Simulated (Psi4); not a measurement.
# Single-point calculation, with input and output: TiO$_{2}$ (charge +1) (part 1 of 2)

- system: TiO$_{2}$, charge +1, multiplicity 2
- method: CCSD/aug-cc-pVDZ, UHF (Psi4 1.11)

The geometry is that of the parent species in another charge or spin state. The geometry comes from this level: PBE0-D4/def2-TZVP.

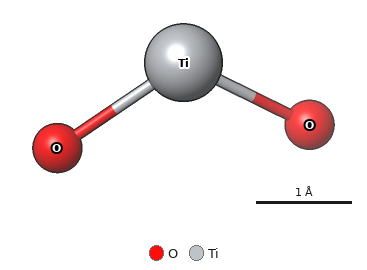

*The structure as given in the input (ball-and-stick view, seen at an oblique angle). Sticks mark near contacts.*

Bond lengths as drawn: O–Ti 1.63 Å.

Key numbers

- outcome: converged
- total energy: −998.563797 hartree
- SCF energy: −997.863561 hartree
- MP2 energy: −998.506040 hartree
- CCSD energy: −998.563797 hartree
- correlation energy: −0.700236 hartree
- basis functions: 105
- T1 diagnostic: 0.115
- ⟨S²⟩: 1.338
- hardware: 1 thread of Intel Xeon (Sapphire Rapids), 12 GiB of memory available, shared host
- wall time: 4.4 min
- peak memory: 1.4 GiB

Notes

The record of the run, not the program, notes: large T1; spin contaminated. ⟨S²⟩ is 1.34 against 0.75 for a pure state: the solution is spin-contaminated.

Input (input.inp)
```
memory 1600 mb

molecule geom {
  1 2
  O
  Ti 1 r2
  O 2 r3 1 a3

  r2 = 1.627648
  r3 = 1.627571
  a3 = 111.7805
  symmetry c1
}

set reference uhf
set puream true
set e_convergence 1e-09
set d_convergence 1e-08
set scf_type pk
set num_frozen_docc 7
set maxiter 200

energy('ccsd/aug-cc-pVDZ')
```

Launch command:
```bash
psi4 -n 1 input.inp input.out
```

What the program printed
```
Psi4 1.11 release

   => Loading Basis Set <=

    Name: AUG-CC-PVDZ
    Role: ORBITAL
    Keyword: BASIS

         ---------------------------------------------------------
                                   SCF
                              UHF Reference
                        1 Threads,   1525 MiB Core
         ---------------------------------------------------------

  ==> Geometry <==

    Molecular point group: c1
    Full point group: Cs

    Geometry (in Angstrom), charge = 1, multiplicity = 2:

       Center              X                  Y                   Z               Mass
    ------------   -----------------  -----------------  -----------------  -----------------
         O           -0.302415608232     1.422806772632     0.000000000000    15.994914619570
         TI          -0.302415608232    -0.204841227368     0.000000000000    47.947941980000
         O            1.208966620367    -0.808754399203     0.000000000000    15.994914619570

  Running in c1 symmetry.

  Rotational constants: A =      1.05458  B =      0.29018  C =      0.22756 [cm^-1]
  Rotational constants: A =  31615.64434  B =   8699.23319  C =   6822.09347 [MHz]
  Nuclear repulsion =  127.009911130306904

  Charge       = 1
  Multiplicity = 2
  Electrons    = 37
  Nalpha       = 19
  Nbeta        = 18

  ==> Algorithm <==

  SCF Algorithm Type is PK.
  DIIS enabled.
  MOM disabled.
  Fractional occupation disabled.
  Guess Type is SAD.
  Energy threshold   = 1.00e-09
  Density threshold  = 1.00e-08
  Integral threshold = 1.00e-12

  ==> Primary Basis <==

  Basis Set: AUG-CC-PVDZ
    Blend: AUG-CC-PVDZ
    Number of shells: 37
    Number of basis functions: 105
    Number of Cartesian functions: 119
    Spherical Harmonics?: true
    Max angular momentum: 3

  ==> Integral Setup <==

  Using in-core PK algorithm.
   Calculation information:
      Number of atoms:                   3
      Number of AO shells:              37
      Number of primitives:            228
      Number of atomic orbitals:       119
      Number of basis functions:       105

      Integral cutoff                 1.00e-12
      Number of threads:                 1

  Performing in-core PK
  Using 30974790 doubles for integral storage.
  We computed 247265 shell quartets total.
  Whereas there are 247456 unique shell quartets.

  ==> DiskJK: Disk-Based J/K Matrices <==

    J tasked:                  Yes
    K tasked:                  Yes
    wK tasked:                  No
    Memory [MiB]:             1144
    Schwarz Cutoff:          1E-12

  Minimum eigenvalue in the overlap matrix is 5.0724847393E-05.
  Reciprocal condition number of the overlap matrix is 9.4416724160E-06.
    Using symmetric orthogonalization.

  ==> Pre-Iterations <==

  SCF Guess: Superposition of Atomic Densities via on-the-fly atomic UHF (no occupation information).

   -------------------------
    Irrep   Nso     Nmo
   -------------------------
     A        105     105
   -------------------------
    Total     105     105
   -------------------------

  ==> Iterations <==

                        Total Energy        Delta E     RMS |[F,P]|

   @UHF iter SAD:  -996.47834962224999   -9.96478e+02   0.00000e+00
   @UHF iter   1:  -997.31277079183519   -8.34421e-01   9.17221e-03 DIIS/ADIIS
   @UHF iter   2:  -995.19453587406986    2.11823e+00   2.79444e-02 DIIS/ADIIS
   @UHF iter   3:  -997.77394718995458   -2.57941e+00   3.19895e-03 DIIS/ADIIS
   @UHF iter   4:  -997.82442869291287   -5.04815e-02   8.75188e-04 DIIS/ADIIS
   @UHF iter   5:  -997.83822667663821   -1.37980e-02   5.75131e-04 DIIS/ADIIS
   @UHF iter   6:  -997.85222010772532   -1.39934e-02   3.59275e-04 DIIS/ADIIS
   @UHF iter   7:  -997.85890289812619   -6.68279e-03   1.85764e-04 DIIS/ADIIS
   @UHF iter   8:  -997.86032234732932   -1.41945e-03   1.02181e-04 DIIS/ADIIS
   @UHF iter   9:  -997.86080577649363   -4.83429e-04   8.47464e-05 DIIS
   @UHF iter  10:  -997.86121732995059   -4.11553e-04   7.73668e-05 DIIS
   @UHF iter  11:  -997.86208838911796   -8.71059e-04   6.28291e-05 DIIS
   @UHF iter  12:  -997.86309068099263   -1.00229e-03   4.44138e-05 DIIS
   @UHF iter  13:  -997.86325022656285   -1.59546e-04   3.45603e-05 DIIS
   @UHF iter  14:  -997.86337462847860   -1.24402e-04   2.52602e-05 DIIS
   @UHF iter  15:  -997.86349404143425   -1.19413e-04   2.67089e-05 DIIS
   @UHF iter  16:  -997.86353372515816   -3.96837e-05   1.23963e-05 DIIS
   @UHF iter  17:  -997.86355611717556   -2.23920e-05   9.63249e-06 DIIS
   @UHF iter  18:  -997.86356006536357   -3.94819e-06   3.17041e-06 DIIS
   @UHF iter  19:  -997.86356054560213   -4.80239e-07   1.38246e-06 DIIS
   @UHF iter  20:  -997.86356060517949   -5.95774e-08   9.26612e-07 DIIS
   @UHF iter  21:  -997.86356063322341   -2.80439e-08   4.46294e-07 DIIS
   @UHF iter  22:  -997.86356064248014   -9.25672e-09   2.29579e-07 DIIS
   @UHF iter  23:  -997.86356064530503   -2.82489e-09   1.19231e-07 DIIS
   @UHF iter  24:  -997.86356064593463   -6.29598e-10   5.15536e-08 DIIS
   @UHF iter  25:  -997.86356064609492   -1.60298e-10   2.71363e-08 DIIS
   @UHF iter  26:  -997.86356064612346   -2.85354e-11   1.54614e-08 DIIS
   @UHF iter  27:  -997.86356064612960   -6.13909e-12   1.19707e-08 DIIS
   @UHF iter  28:  -997.86356064613494   -5.34328e-12   1.06356e-08 DIIS
   @UHF iter  29:  -997.86356064614631   -1.13687e-11   9.37654e-09 DIIS
  Energy and wave function converged.

  ==> Post-Iterations <==

   @Spin Contamination Metric:   5.882620712E-01
   @S^2 Expected:                7.500000000E-01
   @S^2 Observed:                1.338262071E+00
   @S   Expected:                5.000000000E-01
   @S   Observed:                5.000000000E-01

    Orbital Energies [Eh]
    ---------------------

    Alpha Occupied:

       1A   -183.638348     2A    -21.796291     3A    -20.866824
       4A    -20.866809     5A    -18.172598     6A    -18.160311
       7A    -18.160249     8A     -3.202509     9A     -2.152503
      10A     -2.134744    11A     -2.120315    12A     -1.563613
      13A     -1.540258    14A     -0.915484    15A     -0.857672
      16A     -0.828677    17A     -0.814830    18A     -0.801555
      19A     -0.801502

    Alpha Virtual:

      20A     -0.221622    21A     -0.163597    22A     -0.154519
      23A     -0.119592    24A     -0.089992    25A     -0.085998
      26A     -0.080979    27A     -0.071875    28A     -0.063350
      29A     -0.049531    30A     -0.049265    31A     -0.047666
      32A     -0.046377    33A     -0.041489    34A     -0.038907
      35A     -0.020900    36A     -0.014027    37A     -0.005091
      38A      0.034788    39A      0.042402    40A      0.043265
      41A      0.046553    42A      0.052229    43A      0.065307
      44A      0.067744    45A      0.116855    46A      0.128093
      47A      0.130428    48A      0.137421    49A      0.137650
      50A      0.141132    51A      0.149330    52A      0.151928
      53A      0.155472    54A      0.219723    55A      0.244346
      56A      0.261301    57A      0.264844    58A      0.297394
      59A      0.319011    60A      0.426356    61A      0.456090
      62A      0.611478    63A      0.655532    64A      0.694241
      65A      0.722431    66A      0.764312    67A      0.836970
      68A      0.843540    69A      0.865868    70A      0.890745
      71A      0.906051    72A      0.930930    73A      0.976105
      74A      0.976527    75A      1.031725    76A      1.045714
      77A      1.093125    78A      1.186359    79A      1.223873
      80A      1.242011    81A      1.245027    82A      1.245707
      83A      1.372069    84A      1.484331    85A      1.540109
      86A      1.656717    87A      1.746386    88A      1.811425
      89A      1.832099    90A      1.920203    91A      2.039927
      92A      2.213643    93A      2.223401    94A      2.516567
      95A      2.638551    96A      3.318250    97A      3.348886
      98A      3.355190    99A      3.369464   100A      3.406267
     101A      3.443279   102A      3.458002   103A      3.467037
     104A      3.754882   105A      3.827749

    Beta Occupied:

       1A   -183.637758     2A    -21.810389     3A    -20.825315
       4A    -20.825295     5A    -18.178941     6A    -18.177838
       7A    -18.177318     8A     -3.257570     9A     -2.229211
      10A     -2.207197    11A     -2.160749    12A     -1.408161
      13A     -1.388826    14A     -0.781194    15A     -0.754533
      16A     -0.754334    17A     -0.733727    18A     -0.714922

    Beta Virtual:

      19A     -0.231917    20A     -0.189920    21A     -0.188228
      22A     -0.178286    23A     -0.109256    24A     -0.091524
      25A     -0.090769    26A     -0.089727    27A     -0.073482
      28A     -0.061305    29A     -0.057855    30A     -0.050287
      31A     -0.049576    32A     -0.046734    33A     -0.042366
      34A     -0.038273    35A     -0.027665    36A     -0.012701
      37A     -0.006872    38A      0.017502    39A      0.038086
      40A      0.040045    41A      0.044898    42A      0.063139
      43A      0.068727    44A      0.079629    45A      0.127733
      46A      0.130705    47A      0.136848    48A      0.137856
      49A      0.141971    50A      0.146644    51A      0.153114
      52A      0.157402    53A      0.179542    54A      0.223869
      55A      0.244161    56A      0.260510    57A      0.276235
      58A      0.302018    59A      0.318097    60A      0.442874
      61A      0.451668    62A      0.606065    63A      0.645916
      64A      0.690220    65A      0.692740    66A      0.769032
      67A      0.848481    68A      0.863616    69A      0.867752
      70A      0.898783    71A      0.920128    72A      0.957114
      73A      0.977331    74A      0.983771    75A      1.049815
      76A      1.077795    77A      1.089658    78A      1.188396
      79A      1.260930    80A      1.268566    81A      1.269418
      82A      1.347235    83A      1.360189    84A      1.525881
      85A      1.571168    86A      1.662574    87A      1.747756
      88A      1.822927    89A      1.865785    90A      1.915840
      91A      2.039243    92A      2.204149    93A      2.224896
      94A      2.516674    95A      2.646392    96A      3.408779
      97A      3.442526    98A      3.449759    99A      3.460529
     100A      3.472633   101A      3.484845   102A      3.488737
     103A      3.547339   104A      3.790170   105A      3.865552

    Final Occupation by Irrep:
              A
    DOCC [    18 ]
    SOCC [     1 ]
    NA   [    19 ]
    NB   [    18 ]

  @UHF Final Energy:  -997.86356064614631

   => Energetics <=

    Nuclear Repulsion Energy =            127.0099111303069037
    One-Electron Energy =               -1612.3285784804693321
    Two-Electron Energy =                 487.4551067040162025
    Total Energy =                       -997.8635606461463112

  UHF NO Occupations:
  HONO-2 :   17  A 1.9924519
  HONO-1 :   18  A 1.6765646
  HONO-0 :   19  A 1.0000000
  LUNO+0 :   20  A 0.3234354
  LUNO+1 :   21  A 0.0075481
  LUNO+2 :   22  A 0.0054845
  LUNO+3 :   23  A 0.0037534

Computation Completed

Properties will be evaluated at   0.000000,   0.000000,   0.000000 [a0]

Properties computed using the SCF density matrix

 Multipole Moments:

 ------------------------------------------------------------------------------------
     Multipole            Electronic (a.u.)      Nuclear  (a.u.)        Total (a.u.)
 ------------------------------------------------------------------------------------

 L = 1.  Multiply by 2.5417464519 to convert [e a0] to [Debye]
 Dipole X            :         -3.0237697            1.1324462           -1.8913235
 Dipole Y            :         -2.0481777            0.7670625           -1.2811152
 Dipole Z            :         -0.0000000            0.0000000           -0.0000000
 Magnitude           :                                                    2.2843732

 ------------------------------------------------------------------------------------

	total time  =         61 seconds =       1.02 minutes
 MINTS: Wrapper to libmints.
```
